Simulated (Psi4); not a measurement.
# Si3NH9 (trisilylamine): M06-L/6-31G(d) (spherical functions)

What is the vertical ionisation energy of Si3NH9 (trisilylamine) at M06-L/6-31G* (spherical functions)? 

Program for the calculation: Psi4 1.11.

1 further run of the same task is left out (set aside as unsound or not needed).

### 1 The structure to begin with

Si3NH9: 13 atoms, total charge 0, spin state singlet. SMILES: `[SiH3]N([SiH3])[SiH3]`. The shape is that of a PBE0-D4/def2-TZVP optimisation.

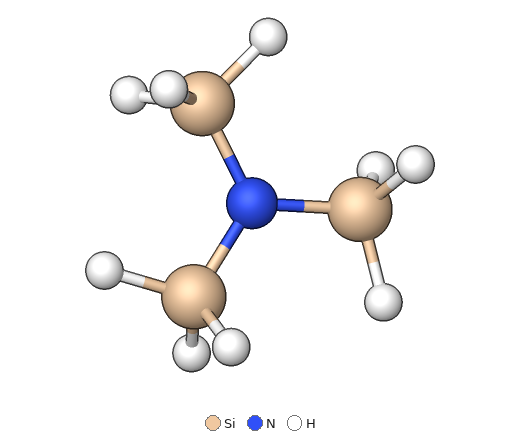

Viewed from a chosen angle; silicon light orange, nitrogen blue, hydrogen white.

### 2 A single-point energy at M06-L/6-31G(d) (spherical functions)

job.inp

```
memory 1600 MB

molecule geom {
  0 1
  Si
  N 1 r2
  Si 2 r3 1 a3
  Si 2 r4 3 a4 1 d4
  H 1 r5 2 a5 4 d5
  H 1 r6 5 a6 2 d6
  H 1 r7 6 a7 5 d7
  H 3 r8 2 a8 4 d8
  H 3 r9 8 a9 2 d9
  H 3 r10 9 a10 8 d10
  H 4 r11 2 a11 3 d11
  H 4 r12 11 a12 2 d12
  H 4 r13 11 a13 12 d13

  r2 = 1.735297
  r3 = 1.735288
  a3 = 119.99753
  r4 = 1.735265
  a4 = 119.99654
  d4 = 179.92194
  r5 = 1.487765
  a5 = 107.22044
  d5 = 0.05209
  r6 = 1.486804
  a6 = 109.25685
  d6 = -120.90614
  r7 = 1.486794
  a7 = 108.19283
  d7 = 118.85515
  r8 = 1.486807
  a8 = 111.43527
  d8 = -60.45748
  r9 = 1.486783
  a9 = 108.20338
  d9 = -122.85047
  r10 = 1.487794
  a10 = 109.2509
  d10 = 118.85901
  r11 = 1.486765
  a11 = 111.44436
  d11 = 119.48796
  r12 = 1.487772
  a12 = 109.2631
  d12 = 118.31194
  r13 = 1.486787
  a13 = 108.16928
  d13 = 118.86133
  symmetry c1
}

set basis 6-31G*
set puream true
set e_convergence 1e-09
set d_convergence 1e-08
set scf_type pk
set dft_radial_points 99
set dft_spherical_points 590

e, wfn = energy('m06-l', return_wfn=True)
oeprop(wfn, 'QUADRUPOLE', 'WIBERG_LOWDIN_INDICES', 'LOWDIN_CHARGES')
print_variables()
```

On the command line:

```bash
psi4 -n 1 job.inp job.out
```

job.out:

```text
[...]
  Running in c1 symmetry.
[...]
  Nuclear repulsion =  292.486279572753631
[...]
  Multiplicity = 1
[...]
  Nalpha       = 29
  Nbeta        = 29
[...]
    Number of basis functions: 86
[...]
   @RKS iter   1:  -928.28827959087675   -2.24713e-01   9.69011e-03 DIIS/ADIIS
[...]
   @RKS iter  10:  -928.62292037454324   -3.75167e-12   1.95299e-09 DIIS
[...]
    Orbital Energies [Eh]
    ---------------------
    Doubly Occupied:
       1A    -65.837697     2A    -65.837688     3A    -65.837684
       4A    -14.163338     5A     -5.257591     6A     -5.257583
       7A     -5.257574     8A     -3.567819     9A     -3.567810
      10A     -3.567806    11A     -3.566205    12A     -3.566195
      13A     -3.566191    14A     -3.565575    15A     -3.565566
      16A     -3.565562    17A     -0.818874    18A     -0.525274
      19A     -0.525269    20A     -0.470032    21A     -0.377351
      22A     -0.377344    23A     -0.363047    24A     -0.323234
      25A     -0.323209    26A     -0.316375    27A     -0.316363
      28A     -0.312883    29A     -0.239277
[...]
  @RKS Final Energy:  -928.62292037454324
   => Energetics <=
    Nuclear Repulsion Energy =            292.4862795727536309
    One-Electron Energy =               -1866.1549052275836402
    Two-Electron Energy =                 718.2290427963614547
    DFT Exchange-Correlation Energy =     -73.1833375160746158
    Empirical Dispersion Energy =           0.0000000000000000
    VV10 Nonlocal Energy =                  0.0000000000000000
    Total Energy =                       -928.6229203745432415
[...]
 Multipole Moments:
 ------------------------------------------------------------------------------------
     Multipole            Electronic (a.u.)      Nuclear  (a.u.)        Total (a.u.)
 ------------------------------------------------------------------------------------
 L = 1.  Multiply by 2.5417464519 to convert [e a0] to [Debye]
 Dipole X            :          0.0022831           -0.0024079           -0.0001248
 Dipole Y            :         -0.0004029            0.0001678           -0.0002351
 Dipole Z            :          0.0009044           -0.0005899            0.0003145
 Magnitude           :                                                    0.0004120
 L = 2.  Multiply by 1.3450342976 to convert [e a0^2] to [Debye ang]
 Quadrupole XX       :        -69.6913028           31.0743697          -38.6169331
 Quadrupole XY       :          0.1954965           -0.1967673           -0.0012708
[...]
```

Wall time 43 s (1 thread of Intel Xeon 6975P-C (Granite Rapids), shared host); peak memory 0.97 GiB.

### 3 The doublet cation: energy and forces at UM06-L/6-31G(d) (spherical functions)

input.in

```
memory 1.6 GB

molecule system {
  1 2
  Si    -0.98161824     2.72258512    -1.54173306
  N     -0.00130391    -0.00017008     0.00066140
  Si     1.48317045     0.21176271     2.91694345
  Si    -0.50189236    -2.93457460    -1.37471906
  H     -2.16961346     1.92614115    -3.96220766
  H     -2.85868320     4.14930945    -0.01358713
  H      1.18268510     4.42859207    -2.08888436
  H      0.03811578    -1.14834877     4.90593689
  H      4.07825574    -0.86139386     2.82865545
  H      1.63038011     2.94013039     3.57951923
  H     -3.23857484    -3.42707502    -1.77689058
  H      0.53972468    -4.86625264     0.38257505
  H      0.79933525    -3.14070592    -3.85630741
  units bohr
  symmetry c1
}

set basis 6-31G*
set reference uks
set puream true
set e_convergence 1e-09
set d_convergence 1e-08
set scf_type pk
set dft_radial_points 99
set dft_spherical_points 590
set maxiter 100

gradient("m06-l")
```

On the command line:

```bash
psi4 -n 1 input.in input.out
```

input.out, cut to the lines that bear on the results:

```text
[...]
  Running in c1 symmetry.
[...]
  Nuclear repulsion =  292.486262596805659
[...]
  Multiplicity = 2
[...]
  Nalpha       = 29
  Nbeta        = 28
[...]
    Number of basis functions: 86
[...]
   @UKS iter   1:  -928.03858115833339    2.49849e-02   8.31758e-03 ADIIS/DIIS
[...]
   @UKS iter  12:  -928.28280160979114   -1.12550e-11   8.66200e-09 DIIS
[...]
   @S^2 Observed:                7.550245067E-01
[...]
  @UKS Final Energy:  -928.28280160979114
   => Energetics <=
    Nuclear Repulsion Energy =            292.4862625968056591
    One-Electron Energy =               -1854.2567773409639358
    Two-Electron Energy =                 706.3447829386107060
    DFT Exchange-Correlation Energy =     -72.8570698042434088
    Empirical Dispersion Energy =           0.0000000000000000
    VV10 Nonlocal Energy =                  0.0000000000000000
    Total Energy =                       -928.2828016097911359
[...]
 Multipole Moments:
[...]
  -Total Gradient:
     Atom            X                  Y                   Z
    ------   -----------------  -----------------  -----------------
       1        0.020708792822    -0.035560871867     0.035444397562
       2       -0.000020310963    -0.000009753896     0.000006105831
       3       -0.022447429185    -0.017662826989    -0.046209717222
       4        0.001763037734     0.053200823801     0.010777967452
       5       -0.004069893499     0.001325707419    -0.007735428191
       6       -0.004867336377     0.005576697130    -0.004189492514
       7       -0.001205176260     0.005828783643    -0.006070856175
       8        0.001645974577     0.002164730517     0.008056766952
       9        0.005316258769     0.002434901677     0.006170327085
      10        0.002133601546     0.006891109023     0.005109797723
      11       -0.002258948952    -0.008123078286    -0.001048960768
      12        0.001943496930    -0.008205651596     0.002632729885
[...]
```

Wall time 77 s (1 thread of Intel Xeon 6975P-C (Granite Rapids), shared host); peak memory 0.99 GiB.

### 4 What came out

At M06-L/6-31G* (spherical functions):

| quantity | value |
| --- | --- |
| singlet Si3NH9: total energy | -928.62292 Eh |
| singlet Si3NH9: dipole moment | 0.00 D |
| singlet Si3NH9: HOMO energy | -6.51 eV |
| singlet Si3NH9: LUMO energy | -0.31 eV |
| singlet Si3NH9: HOMO–LUMO gap | 6.20 eV |
| doublet cation: total energy | -928.28280 Eh |
| doublet cation: HOMO energy (highest over α and β) | -13.11 eV |
| doublet cation: LUMO energy (lowest over α and β) | -11.93 eV |
| doublet cation: ⟨S²⟩ | 0.755 |
| doublet cation: largest force on an atom | 2.794 eV/Å |
| vertical ionisation energy (to the doublet cation) | 9.255 eV |

Removing an electron at fixed nuclei costs 9.26 eV (893 kJ/mol). −ε(HOMO) before ionisation, 6.51 eV, is 2.74 eV below this ionisation energy.
